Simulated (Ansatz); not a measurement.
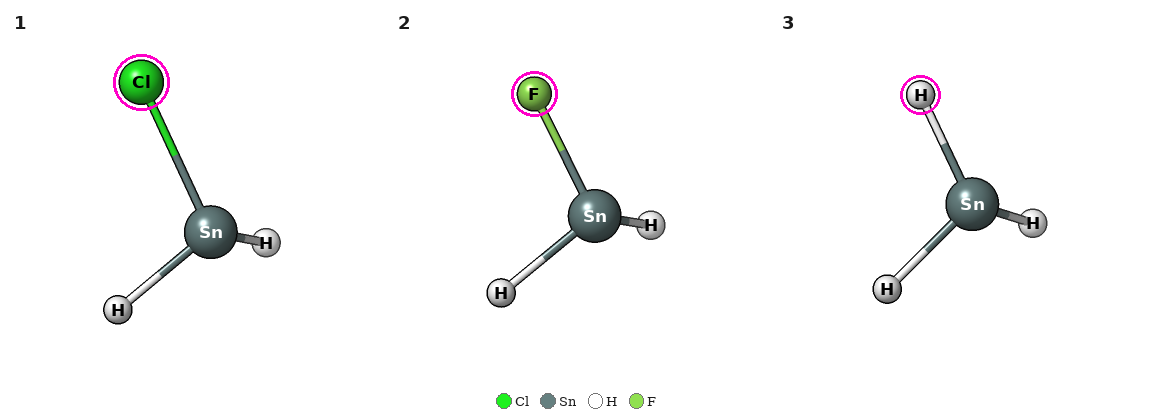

3 molecules with one skeleton, seen from the same side and at one scale; the atom that differs is circled. Charge 0, doublet. Computed geometries: PBE0-D4/def2-TZVP optimisations, one conformation each. Properties computed with Ansatz 0.2.0. Elements past Kr carry core potentials.

One atom differs, called X below: Cl in panel 1, F in panel 2, H in panel 3. Their formulas are ClH2Sn (`[Cl][SnH2]`), FH2Sn (`[F][SnH2]`), SnH3 (`[SnH3]`).

Rank them by the mean angle X–Sn–H, lowest first (PBE0-D4/def2-TZVP).

2 (F), 1 (Cl), 3 (H).

Rank them by the dipole moment, lowest first (PBE-D4/def2-TZVPP).

3 (H), 1 (Cl), 2 (F).

Give the values. With PBE0-D4/def2-TZVP: length of X–Sn (Å), mean angle X–Sn–H (°), harmonic zero-point energy (kJ/mol). With PBE-D4/def2-TZVPP: dipole moment (D).

```
                           quantity  1 (Cl)  2 (F)  3 (H)
                 length of X–Sn (Å)   2.343  1.932  1.715
              mean angle X–Sn–H (°)   105.0  103.3  109.6
                  dipole moment (D)    2.22   2.48   0.27
harmonic zero-point energy (kJ/mol)    34.6   36.1   46.3
```
